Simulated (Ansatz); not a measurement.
**AsH3 (SMILES [AsH3]) at r2SCAN/STO-3G**

Aim: the energy change on altering one bond length of AsH3 at r2SCAN/STO-3G, from 2 runs. 

The calculation is run with Ansatz 0.2.0.

29 further runs of the same task are left out: 1 that didn't finish, 28 set aside as unsound or not needed.

**1. The system as given**

AsH3 has 4 atoms, charge 0, and is taken as a singlet. SMILES: `[AsH3]`. The shape is that of a PBE0-D4/def2-TZVP optimisation.

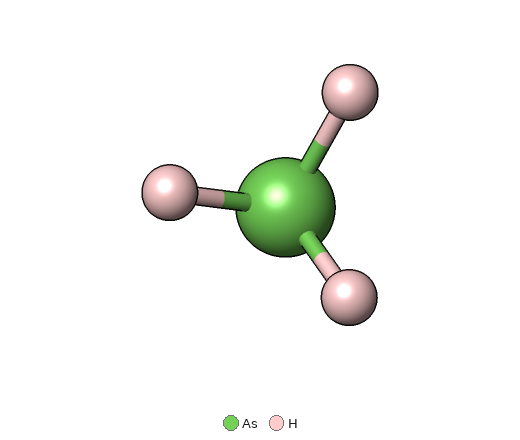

The structure, seen from a chosen angle (arsenic green, hydrogen pink).

**2. A single-point energy at r2SCAN/STO-3G**

File input.yaml:

```yaml
basis:
  gaussian:
    orbitals: STO-3G
crystal:
  periodic: [false, false, false]
  atoms:
    - {symbol: As, position_ang: [-0.215800, 0.487600, -0.346000]}
    - {symbol: H, position_ang: [0.349900, 0.630300, 1.059400]}
    - {symbol: H, position_ang: [-1.068000, -0.705500, 0.061100]}
    - {symbol: H, position_ang: [0.933900, -0.412500, -0.774500]}
hamiltonian:
  xc: r2scan
accuracy: high
```

On the command line:

```bash
ansatz run input.yaml --threads 1 --pin off --max-ram 2610MiB --events-out events.jsonl --progress --plain --runs-dir runs
```

The program printed:

```text
Warning: RAYON_NUM_THREADS=1 ignored (pool sized by the plan → 1); use --threads N
Functional definition: r2SCAN
  name "r2SCAN"
  parameter k0 = 0.174
  parameter k1 = 0.065
  parameter a1 = 4.9479
  exchange = r2scan_x(k0 = k0, k1 = k1, a1 = a1)
  correlation = r2scan_c
262 factors; integrals over basis functions are off by at most 1.8e-8 eV
mean field evaluation 1: about -60203.7176 eV, gradient 5.0e0 eV
mean field evaluation 2: about -60203.7721 eV, gradient 2.8e0 eV
mean field evaluation 4: about -60203.8051 eV, gradient 5.2e-3 eV
mean field evaluation 8: about -60203.7554 eV, gradient 5.1e-4 eV
mean field -60203.75544338 eV, -2212.4472049732 hartree, gradient 1.4e-8 eV, S^2 0.000000; 0 other end points of the search recorded, 0 dependent functions left out
reference -60203.75544372 eV, -2212.4472049856 hartree; 18, 18 occupied and 3, 3 virtual orbitals, 262 factors
Total energy: -60203.75544372 eV, -2212.4472049856 hartree
```

Wall time 1.3 s (1 thread of Intel Xeon Platinum 8488C (Sapphire Rapids), shared host); peak memory 0.14 GiB.

**3. The distorted shape at the same level**

File run.yaml:

```yaml
crystal:
  periodic: [false, false, false]
  atoms:
    - {symbol: As, position_ang: [-0.503196, 0.712603, -0.238886]}
    - {symbol: H, position_ang: [0.062504, 0.855303, 1.166514]}
    - {symbol: H, position_ang: [-1.355396, -0.480497, 0.168214]}
    - {symbol: H, position_ang: [0.933900, -0.412500, -0.774500]}
basis:
  gaussian: {orbitals: STO-3G}
hamiltonian: {xc: {name: r2SCAN}}
accuracy: high
```

On the command line:

```bash
ansatz run run.yaml --threads 1 --pin off --max-ram 2610MiB --events-out events.jsonl --progress --plain --runs-dir runs
```

The program printed:

```text
Warning: RAYON_NUM_THREADS=1 ignored (pool sized by the plan → 1); use --threads N
Functional definition: r2SCAN
  name "r2SCAN"
  parameter k0 = 0.174
  parameter k1 = 0.065
  parameter a1 = 4.9479
  exchange = r2scan_x(k0 = k0, k1 = k1, a1 = a1)
  correlation = r2scan_c
260 factors; integrals over basis functions are off by at most 6.9e-9 eV
mean field evaluation 1: about -60202.3787 eV, gradient 6.5e0 eV
mean field evaluation 2: about -60202.2456 eV, gradient 7.6e0 eV
mean field evaluation 4: about -60202.5584 eV, gradient 1.5e-1 eV
mean field evaluation 8: about -60202.4946 eV, gradient 1.6e-3 eV
mean field -60202.49455921 eV, -2212.4008683347 hartree, gradient 3.6e-8 eV, S^2 0.000000; 0 other end points of the search recorded, 0 dependent functions left out
reference -60202.49455957 eV, -2212.4008683476 hartree; 18, 18 occupied and 3, 3 virtual orbitals, 260 factors
Total energy: -60202.49455957 eV, -2212.4008683476 hartree
```

Wall time 1.3 s (1 thread of Intel Xeon Platinum 8488C (Sapphire Rapids), shared host); peak memory 0.13 GiB.

**4. Outcome**

At r2SCAN/STO-3G:

```
                                                          quantity           value
                                         first shape: total energy  -2212.44720 Eh
                                     distorted shape: total energy  -2212.40087 Eh
energy change with the As1–H4 bond stretched from 1.522 to 1.902 Å        1.261 eV
```

With the As1–H4 bond stretched from 1.522 to 1.902 Å the energy rises by 1.26 eV (122 kJ/mol). The first shape isn't relaxed at this level, so the change isn't measured from a minimum. The minimal basis adds a large error of its own.
